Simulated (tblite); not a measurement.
## C7H4F2N: frequency calculation

The run: frequency calculation of C7H4F2N, multiplicity 2. Method and program: GFN2-xTB harmonic vibrations, gas phase (tblite 0.8.0).

It belongs to a series of runs on one base structure; here: H removed from sp3 C.

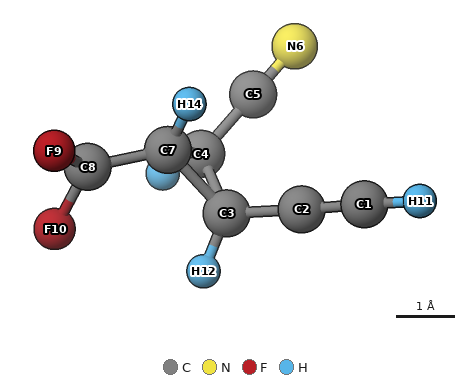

Figure 1. The structure as given in the input (ball-and-stick view, seen at a tilt; atoms are numbered from 1 in the order of the input). Bond lengths as drawn: C–C 1.20 to 1.54 Å, C–F 1.34 Å, C–H 1.05 to 1.08 Å and C–N 1.14 Å.

## Summary

```tsv
quantity	value
outcome	converged
total energy	−794.9409 eV
zero-point energy	53.9870 kcal/mol
hardware	1 CPU thread, shared host
peak memory	0.18 GiB
```

## Input file
```
{"job": {"kind": "ir", "xc": "GFN2-xTB", "basis": "xTB"}, "charge": 0, "multiplicity": 2}
C      2.813273    -0.354769     0.444965
C      1.725419    -0.328512    -0.059598
C      0.419713    -0.300161    -0.616437
C     -0.444773     0.930724    -0.471703
C      0.060368     2.073895     0.202298
N      0.460381     2.996782     0.747856
C     -0.773349    -0.302742     0.365164
C     -1.971138    -1.041519     0.100507
F     -2.397916    -1.973408     0.957987
F     -2.316545    -1.360201    -1.156073
H      3.775041    -0.374323     0.862353
H      0.291852    -0.874869    -1.526468
H     -1.114433     1.161773    -1.292800
H     -0.528571    -0.253143     1.419783
```

The first line tells a small driver script what to run in tblite; the rest is the geometry in Å.

Run as:
```bash
OMP_NUM_THREADS=1 python <driver script> task.json out
```

## Log
```
mode    cm-1     km/mol
  1      53.3      1.20
  2      82.9      1.50
  3      95.0      7.01
  4     107.5      5.97
  5     169.5      6.99
  6     197.6      0.13
  7     232.1      2.76
  8     360.9      6.28
  9     385.0      9.69
 10     414.3      1.91
 11     424.3      5.24
 12     486.7      0.24
 13     532.4      6.42
 14     581.3      5.25
 15     650.8     23.27
 16     673.6     18.25
 17     798.4      9.38
 18     838.3     35.00
 19     848.5     34.41
 20     951.8      8.50
 21     976.3     18.00
 22    1027.9      5.81
 23    1048.2      3.46
 24    1062.2      2.41
 25    1154.1    152.65
 26    1166.9      3.08
 27    1239.1     97.79
 28    1279.7     11.50
 29    1328.2    186.24
 30    1388.9     84.76
 31    2261.2      0.88
 32    2393.3    230.94
 33    3038.9      1.54
 34    3044.3      5.24
 35    3069.4      3.14
 36    3402.0     18.91
```

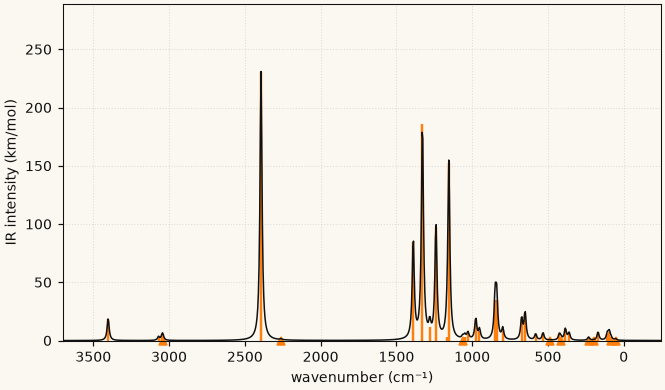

Figure 2. Harmonic infrared spectrum, unscaled: sticks (degenerate modes added up, dark ones marked on the axis) with a Lorentzian envelope of 16 cm⁻¹ full width, scaled to the tallest stick. 36 modes from 53 to 3402 cm⁻¹, none imaginary. The strongest line is at 2393 cm⁻¹ (231 km/mol).
